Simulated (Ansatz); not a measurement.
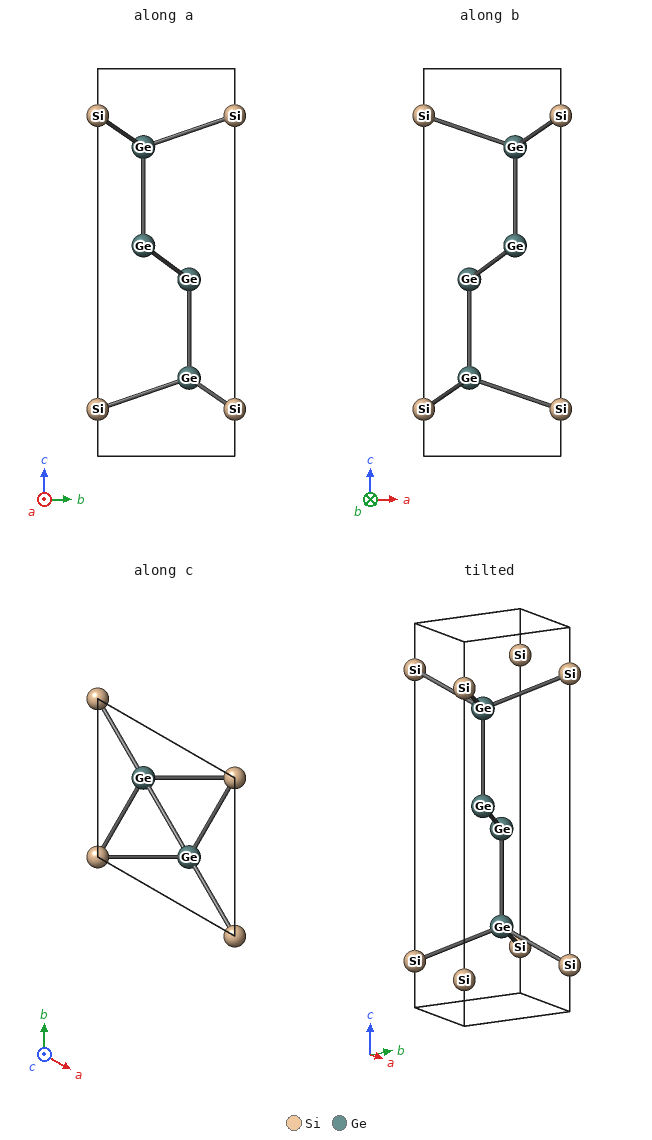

Ball-and-stick drawing of the structure, looking along the a axis, along the b axis, along the c axis and slightly off an axis. Thin lines show the conventional unit cell, with boundary atoms drawn in all their periodic places.

Lattice parameters: a = 3.9976 Å, b = 3.9976 Å, c = 9.7870 Å, α = 90.000°, β = 90.000°, γ = 120.000°.

Convert the drawing into a CIF with its space group and independent sites, with free fractional coordinates to two decimals.

Answer.
```cif
data_structure
_symmetry_space_group_name_H-M 'P -3 m 1'
_symmetry_Int_Tables_number 164
_cell_length_a 3.9976
_cell_length_b 3.9976
_cell_length_c 9.7870
_cell_angle_alpha 90.000
_cell_angle_beta 90.000
_cell_angle_gamma 120.000
_cell_volume 135.45
loop_
_atom_site_label
_atom_site_type_symbol
_atom_site_symmetry_multiplicity
_atom_site_Wyckoff_symbol
_atom_site_fract_x
_atom_site_fract_y
_atom_site_fract_z
_atom_site_occupancy
Si1 Si 2 c 0.00 0.00 0.88 1
Ge1 Ge 2 d 0.6667 0.3333 0.54 1
Ge2 Ge 2 d 0.3333 0.6667 0.20 1
```

The structure was taken from a structure type filled with these elements by a generator (whether the compound takes this form wasn't checked). Cell shown after relaxation with Ansatz 0.2.0, DFT, PBE, plane waves, PAW.
